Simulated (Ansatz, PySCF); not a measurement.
H2S (SMILES S) and CH3F (SMILES CF) are pulled apart as rigid monomers along the line of their centres of mass, from the B3LYP-D3(BJ)/def2-TZVP minimum. Starting geometry (charge 0, multiplicity 1):
```xyz
8

S     -1.019     0.176    -0.216
H      0.062     0.849    -0.644
H     -0.301    -0.537     0.669
C     -0.017     0.318     3.508
F      0.522    -0.744     2.777
H      0.804     0.892     3.937
H     -0.605     0.938     2.831
H     -0.648    -0.091     4.297
```

Interaction energies with rigid monomers; basis-set methods are counterpoise corrected unless marked otherwise.

Frozen-core correlation. Rows in 6-31G* carry no dispersion term and start afresh at each structure (6-31G* with six Cartesian d functions). MP2/6-31G* freezes PySCF's default core.

Programs: Ansatz (Gaussian basis) for Hartree–Fock, density functionals and correlated methods; PySCF for 6-31G* rows, the dispersion terms. Values without a source in brackets are computed.

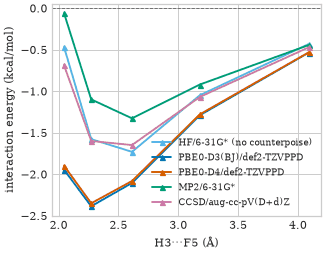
Fig. 1. Interaction energy against separation

Q: Which level binds most strongly at H3···F5 = 2.27, and by how much?

A: PBE0-D3(BJ)/def2-TZVPPD, -2.4 kcal/mol.

Ansatz is a quantum-chemistry and plane-wave program.
